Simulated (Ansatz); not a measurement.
## Relaxing ZrC/ZrN superlattice along [111] (378 atoms)

How does ZrC/ZrN superlattice along [111] (378 atoms) relax, and what do bonds, charges and levels look like afterwards?

Main program and level: Ansatz 0.2.0; Kohn-Sham DFT, PBE, PAW (set soft_2), plane waves.

## (1) The structure

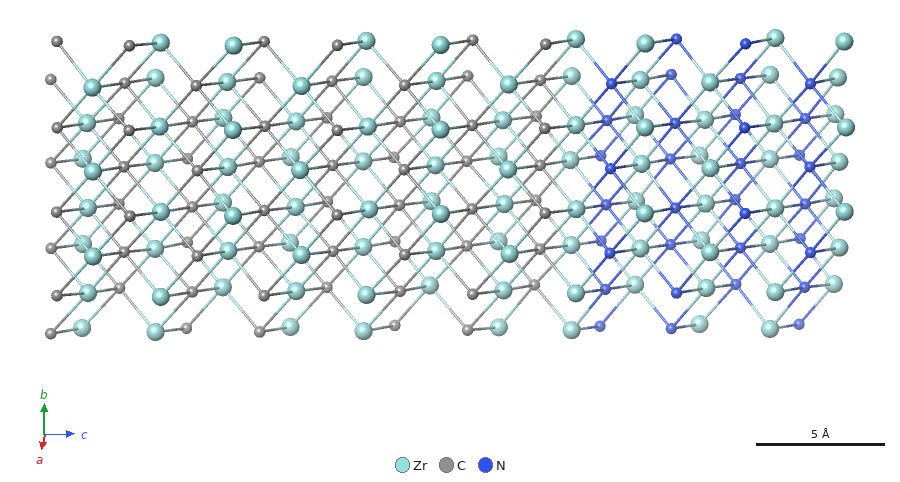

The starting structure, seen in part (zirconium light teal, carbon grey, nitrogen blue). Drawn is a stretch of 31 Å of the 56 Å that the cell measures along c and a slice 7 Å thick, seen along the normal of the bc plane.

The cell holds 378 atoms: 189 Zr, 108 C and 81 N. Cell: a = 9.966 Å, b = 9.966 Å, c = 55.903 Å, α = 90.0°, β = 90.0°, γ = 120.0°. It derives from ZrC and ZrN. Rock-salt lattice with in-plane constant 4.698 Å; 4 periods of ZrC and 3 of ZrN along [111], 3 x 3 in-plane cells; the two parts stretched along z by 1.0 and 0.9567; not relaxed, displaced by a Gaussian of 0.02 Å. Regions: ZrC, 216 atoms (108 Zr and 108 C); ZrN, 162 atoms (81 Zr and 81 N).

Limits known from the start: The host structure and its lattice constant were typed by rule, without a check against the phase diagram. The electron count is odd and the run has no spin polarisation.

## (2) Single point at the start

The forces at the start show how far the geometry lies from a minimum of this functional.

File input.yaml:

```yaml
crystal:
  lattice:
    - [9.96596, 0.0, 0.0]
    - [-4.98298, 8.63078, 0.0]
    - [0.0, 0.0, 55.90321]
  atoms:
    - { symbol: Zr, position: [0.66663, 0.66487, 0.99997] }
    - { symbol: C, position: [0.89059, 0.77653, 0.02416] }
    - { symbol: Zr, position: [0.778, 0.8905, 0.04878] }
    - { symbol: C, position: [0.99936, 0.99935, 0.07265] }
    - { symbol: Zr, position: [0.66402, 0.33169, 0.00013] }
    - { symbol: C, position: [0.89102, 0.44656, 0.02414] }
    - { symbol: Zr, position: [0.77645, 0.55319, 0.04896] }
    - { symbol: C, position: [0.00063, 0.66825, 0.07305] }
    - { symbol: Zr, position: [0.88684, 0.77561, 0.09693] }
    - { symbol: C, position: [0.11034, 0.88599, 0.12124] }
    - { symbol: Zr, position: [0.66671, 0.00185, 0.99972] }
    - { symbol: C, position: [0.88585, 0.10484, 0.02421] }
    - { symbol: Zr, position: [0.78194, 0.22212, 0.04826] }
    - { symbol: C, position: [1.0e-05, 0.33428, 0.07289] }
    - { symbol: Zr, position: [0.88894, 0.44308, 0.09738] }
    - { symbol: C, position: [0.10523, 0.55241, 0.1212] }
    - { symbol: Zr, position: [0.88652, 0.10726, 0.09741] }
    - { symbol: C, position: [0.10887, 0.21989, 0.12134] }
    - { symbol: Zr, position: [0.33245, 0.66577, 0.00017] }
    - { symbol: C, position: [0.55513, 0.77482, 0.02394] }
    - { symbol: Zr, position: [0.44533, 0.89209, 0.04851] }
    - { symbol: C, position: [0.67056, 0.00279, 0.07267] }
    - { symbol: Zr, position: [0.33301, 0.33417, 0.00029] }
    - { symbol: C, position: [0.5533, 0.44276, 0.02447] }
    - { symbol: Zr, position: [0.44495, 0.55407, 0.04819] }
    - { symbol: C, position: [0.66859, 0.66765, 0.0726] }
    - { symbol: Zr, position: [0.55408, 0.77325, 0.09693] }
    - { symbol: C, position: [0.77559, 0.89078, 0.12113] }
    - { symbol: Zr, position: [0.33067, 0.99752, 0.00057] }
    - { symbol: C, position: [0.55315, 0.11089, 0.02385] }
    - { symbol: Zr, position: [0.44553, 0.22467, 0.04842] }
    - { symbol: C, position: [0.67072, 0.33445, 0.07312] }
    [... 340 atom lines left out ...]
    - { symbol: Zr, position: [0.10964, 0.21962, 0.90674] }
    - { symbol: "N", position: [0.33194, 0.33028, 0.93013] }
    - { symbol: Zr, position: [0.2216, 0.44854, 0.95375] }
    - { symbol: "N", position: [0.44532, 0.55539, 0.97615] }
    - { symbol: Zr, position: [0.22172, 0.11178, 0.95401] }
    - { symbol: "N", position: [0.44198, 0.22553, 0.97679] }
kpoints:
  mp_grid: { grid: [2, 2, 1] }
hamiltonian:
  xc: pbe
scf:
  occupations: { method: fermi_dirac, width: 0.05 }
output:
  forces: true
  stress: true
  populations: true
  dos:
    method: { smearing: { sigma: 0.1 } }
    de: 0.1
    projected: { site_lists: { C: [C], "N": ["N"], Zr: [Zr] } }
  eigenvalues: true
```

Started as:

```console
$ ansatz run input.yaml --threads 32 --pin off --max-ram 143360MiB --backend cuda --events-out ev --progress --plain --runs-dir out
```

Numbers of over 12 decimals in the logs are rounded to 6 here.

What it wrote:

```text
Engine: ansatz 0.2.0, aarch64-unknown-linux-gnu
Pseudopotentials: kind: paw
Pseudopotential: Zr, paw, valence charge 12, recommended cutoff 420 eV (normal), Zr.paw.azcp
Pseudopotential: C, paw, valence charge 4, recommended cutoff 420 eV (normal), C.paw.azcp
Pseudopotential: N, paw, valence charge 5, recommended cutoff 420 eV (normal), N.paw.azcp
[... 5 lines on functional and potentials left out ...]
device memory: the entry about to start is reckoned to put 164.4 GiB on a device that reports 182.5 GiB free
GPU FFT provider: cuFFT
GPU libraries: cuBLAS 13.8.1, cuFFT 12.4.0, cuSOLVER 12.3.2
GPU matrix products: emulated (plane waves: as basis.precision tells), large ones in fixed point in workspaces of 1.00 GiB
Crystal: 378 atoms, lattice volume = 4808.459 Å³
Basis set: ecut = 420 eV, 93979 PW (Γ), exchange–correlation on 144×144×750 points (8 copies of the dense FFT grid, shifted against one another)
Bands: 1931, of which v1, the nominal top of the filled ones, is band 1553 counted from 1 (1552 counted from 0)
Symmetry: 1 space group operations
Space group: P1 (ITA 1), of the structure as read, at distance tolerance 1.7e-4 Å
k-points: 4
[... 7 lines on functional and potentials left out ...]
Initial density: superposition of atomic densities (neutral atoms: chi_scale 0, normalization atom), corrected by the library's trained network
Initial wavefunctions: pseudopotential atomic-orbital guess
GPU buffer pool allocated for 1944000 grid points (all kernels)
GPU transforms: local potential and band sums: pruned to the plane-wave sphere, on 72×72×375
Functional: x = pbe(κ = 0.804, μ = 0.219515), c = pbe(β = 0.066725)
SCF iter   1: F=—  HF=-849414.472540 eV  |F-HF|=—  |Δ(HF+E_count)|=         —  Δρ=3.88e-3  dr2=1.00e2  ethr=1.77e-3  ⟨swp⟩=5.0  Hψ=27878  notcnv=0  defer=700
preconditioner: auto → Kerker (q_TF=auto, 2.536 Å⁻¹)  [metal: Δε(μ)=0.015 eV  Ē_g=7.830 eV  σ=0.050 eV  W_gap=0.07  n_scr=1274 (ndim 8)  ℏωp=21.4 eV  f_vac=0.000  D(μ)=92.22/eV (n_scr^D=494)]
SCF iter   2: F=—  HF=-849414.064791 eV  |F-HF|=—  |Δ(HF+E_count)|=   4.08e-1  Δρ=1.70e-3  dr2=4.09e1  ethr=1.77e-3  ⟨swp⟩=1.0  Hψ=8884  notcnv=0  defer=746
SCF iter   3: F=—  HF=-849413.901345 eV  |F-HF|=—  |Δ(HF+E_count)|=   1.63e-1  Δρ=1.11e-3  dr2=8.29e0  ethr=1.32e-3  ⟨swp⟩=1.0  Hψ=6633  notcnv=0  defer=906
SCF iter   4: F=—  HF=-849413.858229 eV  |F-HF|=—  |Δ(HF+E_count)|=   4.31e-2  Δρ=6.33e-4  dr2=2.68e-1  ethr=2.67e-4  ⟨swp⟩=1.0  Hψ=6633  notcnv=0  defer=998
SCF iter   5: F=—  HF=-849413.849601 eV  |F-HF|=—  |Δ(HF+E_count)|=   8.63e-3  Δρ=4.35e-4  dr2=1.39e-1  ethr=8.64e-6  ⟨swp⟩=2.0  Hψ=7734  notcnv=0  defer=999
SCF iter   6: F=—  HF=-849413.846320 eV  |F-HF|=—  |Δ(HF+E_count)|=   3.28e-3  Δρ=9.72e-5  dr2=1.46e-3  ethr=4.49e-6  ⟨swp⟩=1.0  Hψ=6633  notcnv=0  defer=998
SCF iter   7: F=—  HF=-849413.845669 eV  |F-HF|=—  |Δ(HF+E_count)|=   6.51e-4  Δρ=3.50e-5  dr2=6.56e-4  ethr=4.71e-8  ⟨swp⟩=2.0  Hψ=9500  notcnv=0  defer=998
SCF iter   8: F=—  HF=-849413.845642 eV  |F-HF|=—  |Δ(HF+E_count)|=   2.70e-5  Δρ=1.41e-5  dr2=1.12e-4  ethr=2.11e-8  ⟨swp⟩=1.0  Hψ=6633  notcnv=0  defer=998
SCF iter   9: F=—  HF=-849413.850010 eV  |F-HF|=—  |Δ(HF+E_count)|=   4.37e-3  Δρ=6.72e-6  dr2=3.72e-5  ethr=3.60e-9  ⟨swp⟩=2.0  Hψ=8102  notcnv=0  defer=1019
SCF iter  10: F=—  HF=-849413.849789 eV  |F-HF|=—  |Δ(HF+E_count)|=   2.22e-4  Δρ=3.26e-6  dr2=8.55e-6  ethr=1.20e-9  ⟨swp⟩=1.8  Hψ=6888  notcnv=0  defer=1019
SCF iter  11: F=—  HF=-849413.849788 eV  |F-HF|=—  |Δ(HF+E_count)|=   2.43e-7  Δρ=1.49e-6  dr2=1.12e-6  ethr=2.75e-10  ⟨swp⟩=2.0  Hψ=7713  notcnv=0  defer=1019
SCF iter  12: F=—  HF=-849413.849788 eV  |F-HF|=—  |Δ(HF+E_count)|=   2.48e-8  Δρ=8.07e-7  dr2=2.43e-7  ethr=3.60e-11  ⟨swp⟩=2.0  Hψ=8877  notcnv=0  defer=1019
SCF iter  13: F=-849413.849788 eV  HF=-849413.849788 eV  |F-HF|=7.60e-8  |Δ(HF+E_count)|=   7.22e-9  Δρ=3.24e-7  dr2=7.82e-8  ethr=3.22e-12  ⟨swp⟩=16.5  Hψ=28974  notcnv=0
SCF 1 converged in 13 iterations: F = -849413.849788 eV  dr2 = 7.82e-8
  greatest PAW one-centre occupation: 0.996 electrons in one spin orbital (limit 2), on the Zr atom at site 190 (counted from 0), in its partial waves of l = 0
SCF converged after 13 iterations
Free energy (F): -849413.849788 eV
Harris-Foulkes:  -849413.849788 eV  (|F-HF|=7.60e-8)
Internal energy: -849413.073982 eV  (E = F + TS)
E sigma→0 (E₀):  -849413.461885 eV
Entropy (-TS):   -0.775806 eV (-2.052 meV/atom)
Fermi energy:    15.841060 eV
--- Per-component energies (eV) ---
  E_band       = -8228.747825
  E_kinetic    = 83379.065184
  E_local      = -178327.216964  (includes V_loc(G=0)·N_el)
  E_nonlocal   = 21243.055239
  E_hartree    = 65917.029772
  E_xc         = -40964.017329
  E_vxc        = -49180.717392  (∫ρ·V_xc dr)
  E_paw        = -579121.904845  (= ΣΔE_a)
  E_vpaw       = -17177.034445  (= ΣTr[D̂ρ^β])
  E_aug_tail   = 0.012690  (compensation charges beyond the density's cutoff)
  E_ewald      = -221539.097729
  E_smearing   = -0.775806  (= −TS)
  E_closure    = -0.000000  (closes the sum)
  Σ components = -849413.849788   (vs F -849413.849788, Δ=0.00e0)
--- Forces (eV/Å), atoms counted from 1 ---
[... 378 lines of forces left out ...]
  max |Σ_I F_I| component: 9.26e-4 eV/Å
--- Stress (GPa, compression-positive) ---
       -2.529207       0.014966       0.011800
        0.014966      -2.533436       0.006532
        0.011800       0.006532       2.215452
  P = ⅓ Tr σ = -0.9491 GPa (-9.491 kbar)
--- Band table (eV) ---
[... left out ...]
--- Löwdin populations: 378 sites ---
  site symbol       q [e]
[... 378 lines, one an atom, left out ...]
  spilling = 0.003175 (of n_electrons = 3105.000000)
```

Run time: 20 s. Hardware: 1 × NVIDIA GB200 with 32 threads of Arm Neoverse V2, shared host; peak memory 15 GiB.

That memory is the host's; the program planned up to 164 GiB on the GPU. Forces of this run were stored rounded, and per-atom blocks of the log weren't kept.

Read from the output:

```yaml
free_energy: -849413.8498 eV
free_energy_per_atom: -2247.1266 eV/atom
scf_cycles: 13
pressure: -0.9491 GPa
r_m_s_force_component: 0.3387 eV/Å
longest_force: 1.672 eV/Å
fermi_energy: 15.84 eV
levels_partly_filled_by_over_2_per_cent: 70
spilling_of_the_projection: 0.003175
```

The r.m.s. force component of 0.34 eV/Å and the pressure of -0.95 GPa set the starting point.

Length of the force by element:

| element | coordination | atoms | mean length of the force (eV/Å) | spread | least | most |
| --- | --- | --- | --- | --- | --- | --- |
| C | all | 108 | 0.438 | 0.172 | 0.0703 | 0.936 |
| N | all | 81 | 0.392 | 0.176 | 0.0931 | 0.951 |
| Zr | all | 189 | 0.632 | 0.289 | 0.175 | 1.67 |

## (3) Cell and atoms relaxed

The cell is relaxed with the atoms, since the starting lattice needn't suit this functional.

input.yaml, the sections that differ from step 2:

```yaml
output:
  forces: true
relax:
  f_tol: 0.05
  max_steps: 200
  cell: {}
# crystal, kpoints, hamiltonian, scf: as in step 2
```

What it wrote:

```text
[...]
Crystal: 378 atoms, lattice volume = 4808.459 Å³
Basis set: ecut = 420 eV, 93979 PW (Γ), exchange–correlation on 144×144×750 points (8 copies of the dense FFT grid, shifted against one another)
Bands: 1931, of which v1, the nominal top of the filled ones, is band 1553 counted from 1 (1552 counted from 0)
Symmetry: 1 space group operations
[...]
k-points: 4
[...]
SCF iter   1: F=—  HF=-849414.472534 eV  |F-HF|=—  |Δ(HF+E_count)|=         —  Δρ=3.88e-3  dr2=1.00e2  ethr=1.77e-3  ⟨swp⟩=5.0  Hψ=27878  notcnv=0  defer=700
[...]
SCF iter   2: F=—  HF=-849414.064790 eV  |F-HF|=—  |Δ(HF+E_count)|=   4.08e-1  Δρ=1.70e-3  dr2=4.09e1  ethr=1.77e-3  ⟨swp⟩=1.0  Hψ=8884  notcnv=0  defer=746
[...]
SCF iter  13: F=-849413.849788 eV  HF=-849413.849788 eV  |F-HF|=7.65e-8  |Δ(HF+E_count)|=   6.64e-9  Δρ=3.24e-7  dr2=7.88e-8  ethr=3.22e-12  ⟨swp⟩=3.0  Hψ=15473  notcnv=0
SCF 1 converged in 13 iterations: F = -849413.849788 eV  dr2 = 7.88e-8
[...]
relax step   1: F+E_penalty+E_count = -849413.84978819 eV  Δ(F+E_penalty+E_count) = +0.000e0 eV  max|allowed force component| = 1.640e0 eV/Å  Δτ_max = 0.0000 Å  P = -0.949 GPa  Ω = 4808.459 Å³  (13 SCF iters, dr2 threshold 1.00e-7 eV, accepted)
[...]
relax step   2: F+E_penalty+E_count = -849403.93872976 eV  Δ(F+E_penalty+E_count) = +9.911e0 eV  max|allowed force component| = 1.561e0 eV/Å  Δτ_max = 0.1495 Å  P = +1.628 GPa  Ω = 4754.420 Å³  energy of the carried Pulay correction = +9.014e-2 eV  (12 SCF iters, dr2 threshold 3.78e-5 eV, rejected (line search))
[...]
relax step   3: F+E_penalty+E_count = -849418.44773974 eV  Δ(F+E_penalty+E_count) = -4.598e0 eV  max|allowed force component| = 4.085e-1 eV/Å  Δτ_max = 0.0973 Å  P = +0.213 GPa  Ω = 4779.920 Å³  energy of the carried Pulay correction = +4.748e-2 eV  (17 SCF iters, accepted)
[...]
relax step   4: F+E_penalty+E_count = -849418.70937638 eV  Δ(F+E_penalty+E_count) = -2.616e-1 eV  max|allowed force component| = 1.011e-1 eV/Å  Δτ_max = 0.0519 Å  P = -0.330 GPa  Ω = 4791.473 Å³  energy of the carried Pulay correction = +2.822e-2 eV  (11 SCF iters, dr2 threshold 1.04e-5 eV, accepted)
[...]
relax step   5: F+E_penalty+E_count = -849418.74163133 eV  Δ(F+E_penalty+E_count) = -3.225e-2 eV  max|allowed force component| = 1.999e-2 eV/Å  Δτ_max = 0.0138 Å  P = +0.010 GPa  Ω = 4784.286 Å³  energy of the carried Pulay correction = +4.020e-2 eV  (11 SCF iters, dr2 threshold 6.39e-7 eV, accepted)
[...]
relax step   6: F+E_penalty+E_count = -849418.70627350 eV  Δ(F+E_penalty+E_count) = +3.536e-2 eV  max|allowed force component| = 2.008e-2 eV/Å  Δτ_max = 0.0000 Å  P = -0.002 GPa  Ω = 4784.286 Å³  stress off target by 3.62e-2 GPa  SCF on the basis re-selected at this cell (its energy is not comparable with the rows above)  (7 SCF iters)
basis re-selected at this cell: Δ(F+E_penalty+E_count) = +3.536e-2 eV, ΔP = -0.012 GPa vs the last step (what re-selecting the basis moved, of the pressure what is left beyond the Pulay correction that the steps carried, after the strain that the cell walked since its last selection, [...]
SCF converged after 7 iterations
Free energy (F): -849418.706274 eV
[...]
Internal energy: -849417.996125 eV  (E = F + TS)
E sigma→0 (E₀):  -849418.351199 eV
Entropy (-TS):   -0.710149 eV (-1.879 meV/atom)
Fermi energy:    15.953509 eV
[...]
--- Forces (eV/Å), atoms counted from 1 ---
[... 378 lines of forces left out ...]
  max |Σ_I F_I| component: 9.86e-6 eV/Å
--- Stress (GPa, compression-positive) ---
       -0.020884      -0.000259      -0.000549
       -0.000259      -0.020880       0.000367
       -0.000549       0.000367       0.036230
  P = ⅓ Tr σ = -0.0018 GPa (-0.018 kbar)
--- Band table (eV) ---
[... left out ...]
--- Relaxed structure (5 steps of the walk, 4 accepted, 1 SCFs on fresh bases) ---
  F+E_penalty+E_count = -849418.70627350 eV   max|allowed force component| = 2.008e-2 eV/Å   (the final SCF, on the basis selected at the relaxed cell)
  cell:  # Å, volume = 4784.2860 Å³
    - [9.894258, 6.077239568869866e-6, 1.1806663361323846e-5]
    - [-4.947123, 8.568681, -2.1618950134631653e-5]
    - [6.622847987423116e-5, -0.000101793, 56.431269]
  atoms:
[... 378 atom lines left out ...]
```

The job ended after 66 s (1 × NVIDIA GB200 with 32 threads; peak memory 3.4 GiB; 4.5 min of CPU time).

That memory is the host's.

The program notes that the band table was not solved further than the SCF left it.

Step by step:

| step | energy less that of the first step (eV) | largest force component (eV/Å) | pressure (GPa) | volume (Å³) |
| --- | --- | --- | --- | --- |
| 1 | 0.0000 | 1.6396 | -0.95 | 4808.46 |
| 2 | 9.9111 | 1.5615 | 1.63 | 4754.42 |
| 3 | -4.5980 | 0.4085 | 0.21 | 4779.92 |
| 4 | -4.8596 | 0.1011 | -0.33 | 4791.47 |
| 5 | -4.8918 | 0.0200 | 0.01 | 4784.29 |
| 6* | -4.8565 | 0.0201 | 0.00 | 4784.29 |

Relaxation steps marked * repeat the geometry before them on a plane-wave basis chosen anew for their cell, so energy and pressure can jump there. Relaxation step 2 was tried and not accepted.

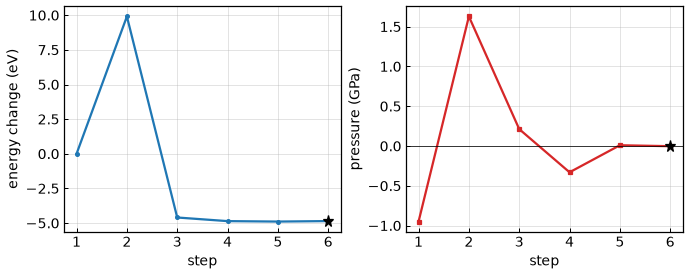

Energy and pressure along the relaxation. Stars mark steps on a basis chosen anew.

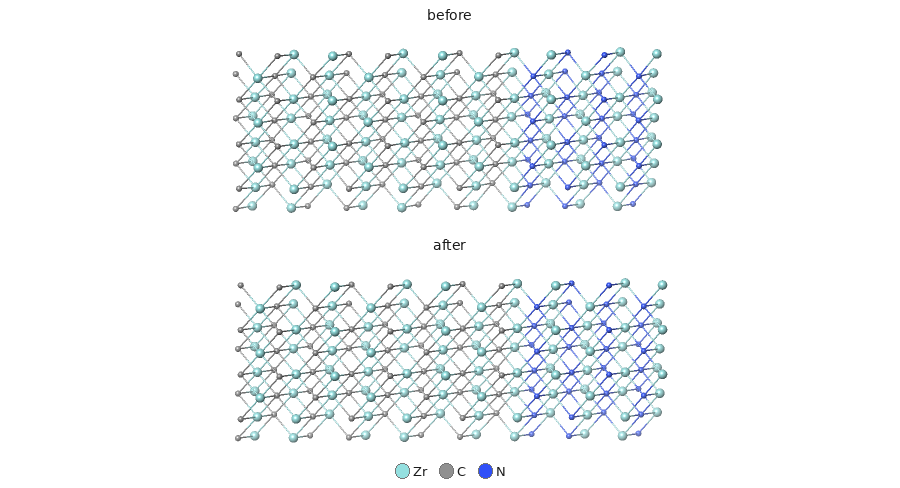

The structure before and after the relaxation, drawn at the same scale. Drawn is a stretch of 31 Å of the 56 Å that the cell measures along c and a slice 7 Å thick, seen along the normal of the bc plane.

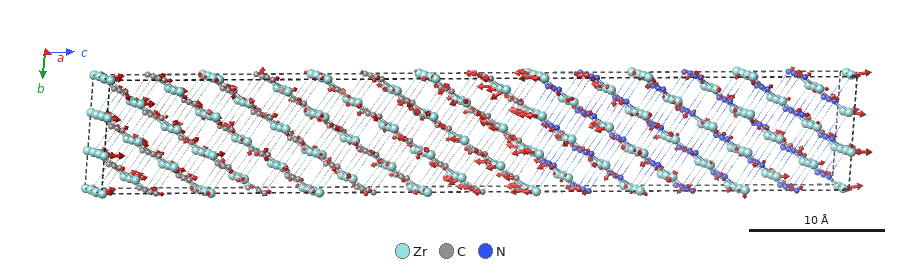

Displacements in the relaxation, exaggerated, measured against the changing cell; the longest in the cell stands for 0.13 Å. Bonds to atoms that aren't drawn are left out. Some periodic images of atoms are drawn too.

| cell as run | before | after | change |
| --- | --- | --- | --- |
| a (Å) | 9.966 | 9.894 | -0.7 % |
| b (Å) | 9.966 | 9.894 | -0.7 % |
| c (Å) | 55.903 | 56.431 | +0.9 % |
| volume (Å³/atom) | 12.72 | 12.66 | -0.5 % |

The atoms that moved most (Å, as changes of fractional coordinates times the final cell):

| atom | dx | dy | dz | length |
| --- | --- | --- | --- | --- |
| Zr55 | -0.017 | 0.001 | 0.133 | 0.134 |
| Zr209 | -0.011 | 0.017 | -0.130 | 0.131 |
| Zr195 | 0.008 | -0.044 | -0.115 | 0.124 |
| Zr11 | 0.008 | -0.016 | 0.121 | 0.123 |
| Zr239 | -0.020 | -0.001 | -0.115 | 0.117 |
| Zr203 | 0.000 | 0.006 | -0.115 | 0.115 |
| Zr69 | 0.041 | -0.018 | 0.102 | 0.111 |
| Zr237 | -0.003 | -0.002 | -0.111 | 0.111 |

The relaxation changed the energy by -12.8 meV/atom, and atoms moved by 0.051 Å r.m.s., 0.13 Å at most.

(Part 1 of 2 ends here.)

[Logs are printed without paths, hosts, clocks, repeated set-up lines and the standing remarks that a program may print on its own settings, such as how far it seeks lower states.]

[Hosts, paths, dates, database ids (printed as entryN), source tags and the programs' standing remarks are cut or masked in the printed files.]
